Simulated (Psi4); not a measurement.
**O2F (SMILES [O]OF): UMN15/def2-SVP (sweep point 4)**

Aim: the energy change on altering one bond length of O2F at UMN15/def2-SVP (sweep point 4), from 2 runs. 

Program for the calculation: Psi4 1.11.

1 further run of the same task is left out (it didn't finish).

### Step 1. Starting point

O2F: 3 atoms, total charge 0, spin state doublet. As SMILES, `[O]OF`. Geometry: relaxed at GFN2-xTB.

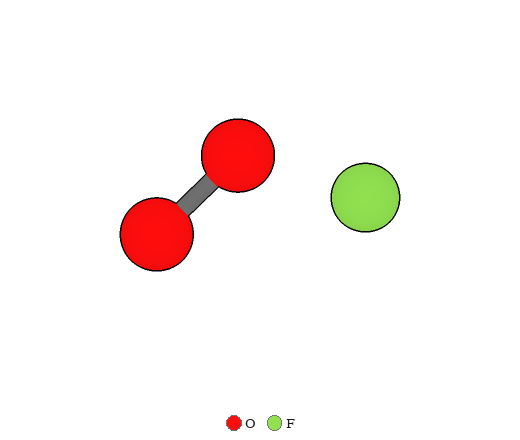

Viewed from a chosen angle; oxygen red, fluorine green.

### Step 2. A single-point energy at UMN15/def2-SVP (sweep point 4)

File input.dat:

```
memory 1600 mb

molecule molecule1 {
  0 2
  O      0.949760    -0.292600     0.491570
  O      0.124690     0.486900     0.122000
  F     -1.074440    -0.194290    -0.613560
  symmetry c1
}

set {
  basis                def2-SVP
  reference            uks
  puream               true
  scf_type             pk
  dft_radial_points    99
  dft_spherical_points 590
  maxiter              150
}

energy_value, wavefunction = energy("mn15", return_wfn=True)
```

Launch:

```
$ psi4 input.dat output.dat -n 1
```

output.dat, shortened:

```text
[...]
  Running in c1 symmetry.
[...]
  Nuclear repulsion =   69.253937683562086
[...]
  Multiplicity = 2
[...]
  Nalpha       = 13
  Nbeta        = 12
[...]
    Number of basis functions: 42
[...]
   @UKS iter   1:  -249.50524354780609   -3.57949e-01   1.25657e-02 ADIIS/DIIS
[...]
   @UKS iter  13:  -249.60671677753143   -9.42484e-09   5.21911e-07 DIIS
[...]
   @S^2 Observed:                7.830905278E-01
[...]
    Orbital Energies [Eh]
    ---------------------
    Alpha Occupied:
       1A    -24.284804     2A    -19.071881     3A    -18.987542
       4A     -1.399262     5A     -1.165804     6A     -0.874607
       7A     -0.668947     8A     -0.658234     9A     -0.642934
      10A     -0.462324    11A     -0.448598    12A     -0.413197
      13A     -0.374036
    Alpha Virtual:
      14A     -0.092615    15A      0.253315    16A      0.748512
      17A      0.807329    18A      0.832369    19A      0.857860
      20A      0.895338    21A      0.932983    22A      1.021859
      23A      1.173905    24A      1.218393    25A      1.271615
[...]
  @UKS Final Energy:  -249.60671677753143
   => Energetics <=
    Nuclear Repulsion Energy =             69.2539376835620857
    One-Electron Energy =                -482.7703077699958385
    Two-Electron Energy =                 179.5390679339144526
    DFT Exchange-Correlation Energy =     -15.6294146250121297
    Empirical Dispersion Energy =           0.0000000000000000
    VV10 Nonlocal Energy =                  0.0000000000000000
    Total Energy =                       -249.6067167775314317
[...]
 Multipole Moments:
 ------------------------------------------------------------------------------------
     Multipole            Electronic (a.u.)      Nuclear  (a.u.)        Total (a.u.)
 ------------------------------------------------------------------------------------
 L = 1.  Multiply by 2.5417464519 to convert [e a0] to [Debye]
 Dipole X            :         -0.6472262            1.1049693            0.4577431
 Dipole Y            :          0.0084511            0.1743288            0.1827799
 Dipole Z            :          0.0000000            0.0000000            0.0000000
 Magnitude           :                                                    0.4928867
[...]
```

It took 9 s on 1 thread of Intel Xeon Platinum 8488C (Sapphire Rapids), shared host; peak memory 0.67 GiB.

### Step 3. The distorted shape at the same level

File calc.in:

```
memory 1600 MB

molecule mol {
  0 2
  O      1.362320    -0.682373     0.676366
  O      0.124690     0.486900     0.122000
  F     -1.074440    -0.194290    -0.613560
  symmetry c1
}

set basis def2-SVP
set reference uks
set puream true
set scf_type pk
set dft_radial_points 99
set dft_spherical_points 590
set maxiter 150

result, w = energy('mn15', return_wfn=True)
```

Launch:

```
$ psi4 -i calc.in -o calc.out -n 1
```

calc.out, shortened:

```text
[...]
  Running in c1 symmetry.
[...]
  Nuclear repulsion =   56.898057474478222
[...]
  Multiplicity = 2
[...]
  Nalpha       = 13
  Nbeta        = 12
[...]
    Number of basis functions: 42
[...]
   @UKS iter   1:  -249.22426860542768   -8.12260e-01   1.75479e-02 ADIIS/DIIS
[...]
   @UKS iter  21:  -249.48449473337595   -3.75245e-08   9.37757e-07 DIIS
[...]
   @S^2 Observed:                1.097485303E+00
[...]
    Orbital Energies [Eh]
    ---------------------
    Alpha Occupied:
       1A    -24.341510     2A    -19.016673     3A    -18.990159
       4A     -1.234262     5A     -1.072791     6A     -0.948704
       7A     -0.575306     8A     -0.538332     9A     -0.525813
      10A     -0.504092    11A     -0.467684    12A     -0.455140
      13A     -0.409370
    Alpha Virtual:
      14A     -0.153019    15A     -0.089638    16A      0.775677
      17A      0.790318    18A      0.822239    19A      0.858570
      20A      0.946849    21A      0.994492    22A      1.027057
      23A      1.145097    24A      1.200451    25A      1.231315
[...]
  @UKS Final Energy:  -249.48449473337595
   => Energetics <=
    Nuclear Repulsion Energy =             56.8980574744782217
    One-Electron Energy =                -458.6850008998563908
    Two-Electron Energy =                 167.8076370770114920
    DFT Exchange-Correlation Energy =     -15.5051883850092640
    Empirical Dispersion Energy =           0.0000000000000000
    VV10 Nonlocal Energy =                  0.0000000000000000
    Total Energy =                       -249.4844947333759535
[...]
 Multipole Moments:
 ------------------------------------------------------------------------------------
     Multipole            Electronic (a.u.)      Nuclear  (a.u.)        Total (a.u.)
 ------------------------------------------------------------------------------------
 L = 1.  Multiply by 2.5417464519 to convert [e a0] to [Debye]
 Dipole X            :         -0.9498589            1.2390953            0.2892363
 Dipole Y            :         -0.0503986            0.0577548            0.0073561
 Dipole Z            :         -0.0000000            0.0000000           -0.0000000
 Magnitude           :                                                    0.2893298
[...]
```

It took 13 s on 1 thread of Intel Xeon Platinum 8488C (Sapphire Rapids), shared host; peak memory 0.64 GiB.

### Step 4. Summary of results

Level: UMN15/def2-SVP (sweep point 4).

| quantity | value |
| --- | --- |
| first shape: total energy | -249.60672 Eh |
| first shape: dipole moment | 1.25 D |
| first shape: HOMO energy (highest over α and β) | -10.18 eV |
| first shape: LUMO energy (lowest over α and β) | -3.31 eV |
| first shape: ⟨S²⟩ | 0.783 |
| distorted shape: total energy | -249.48449 Eh |
| distorted shape: dipole moment | 0.74 D |
| distorted shape: HOMO energy (highest over α and β) | -11.01 eV |
| distorted shape: LUMO energy (lowest over α and β) | -4.16 eV |
| distorted shape: ⟨S²⟩ | 1.097 |
| energy change with the O1–O2 bond stretched from 1.194 to 1.791 Å | 3.326 eV |

With the O1–O2 bond stretched from 1.194 to 1.791 Å the energy rises by 3.33 eV (321 kJ/mol). The first shape isn't relaxed at this level, so the change isn't measured from a minimum. ⟨S²⟩ (distorted shape) is 1.10 where a pure doublet has 0.75: the reference is spin-contaminated.
